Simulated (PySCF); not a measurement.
**C3H7ClSi: electronic excitations and core binding energies**

Wanted: the electronic excitations and core binding energies of C3H7ClSi (`C=C(C)[SiH2]Cl`), by calculation.

Programs: PySCF 2.14.0, with density-fitted response routines of our own. Each step states its level of theory. These are calculated values for one molecule in the gas phase, unless marked as measured. Atoms count from 0, in the outputs and in this text.

## Step 1: Starting geometry

12 atoms, charge 0, multiplicity 1; geometry from: GFN2-xTB.

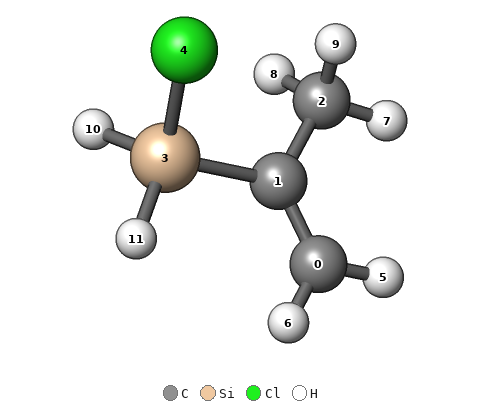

The starting geometry (carbon grey, silicon light orange, chlorine green, hydrogen white), atoms numbered; sticks join atoms by distance.

## Step 2: TDDFT and polarisability: CAM-B3LYP/def2-SVPD

The job: settings as JSON, then the geometry in Å.

```
{"job": {"kind": "uv", "xc": "CAM-B3LYP", "basis": "def2-SVPD", "nstates": 8, "ntriplets": 3}, "charge": 0, "multiplicity": 1}
C     -0.889560     1.392132     0.030605
C     -0.266602     0.221136    -0.003692
C     -0.996603    -1.053628     0.300059
Si     1.568624     0.067096    -0.431779
Cl     2.498396    -0.921907     1.068192
H     -1.938068     1.476418     0.274899
H     -0.380908     2.316798    -0.183686
H     -2.040855    -0.863481     0.540099
H     -0.949673    -1.728028    -0.554589
H     -0.529512    -1.560972     1.143555
H      1.742925    -0.730924    -1.646336
H      2.183034     1.384671    -0.563353
```

Level: TDDFT CAM-B3LYP/def2-SVPD, vertical, gas phase, core orbitals frozen in the response.

The run is started by

```console
$ OMP_NUM_THREADS=1 python probes_run.py task.json out
```

One launch serves the whole session: the jobs run in the order shown.

**Question.** This job is followed by: delta-SCF UKS SCAN, pcX-2 on the ionised atom, pcseg-1 elsewhere, spin-free X2C. What will the session give for the following? lowest singlet (CAM-B3LYP/def2-SVPD); brightest single state of those computed; lowest triplet; C1s binding energies, SCAN/pcX-2; Si1s binding energies, SCAN/pcX-2; Si2p binding energies, SCAN/pcX-2; Cl1s binding energies, SCAN/pcX-2; Cl2p binding energies, SCAN/pcX-2.

The runs gave:

```
                                quantity                               value
    lowest singlet (CAM-B3LYP/def2-SVPD)         6.70 eV (185 nm), f = 0.002
brightest single state of those computed         state 2, 6.94 eV, f = 0.312
                          lowest triplet                             4.27 eV
        C1s binding energies, SCAN/pcX-2  C2 290.81, C1 290.36, C0 290.27 eV
       Si1s binding energies, SCAN/pcX-2                      Si3 1847.32 eV
       Si2p binding energies, SCAN/pcX-2                       Si3 107.68 eV
       Cl1s binding energies, SCAN/pcX-2                      Cl4 2828.51 eV
       Cl2p binding energies, SCAN/pcX-2                       Cl4 206.48 eV
```

The lowest singlet, at 6.70 eV, is HOMO−1→LUMO 0.88 and is weak; of the 8 states computed, the strongest absorption comes from state 2 at 6.94 eV. The lowest triplet lies 2.44 eV below the lowest singlet (triplets in Tamm-Dancoff, singlets in full TDDFT). The C1s levels kept as sound span 0.54 eV, from C0 (terminal =CH2 carbon) up to C2 (allylic methyl carbon).
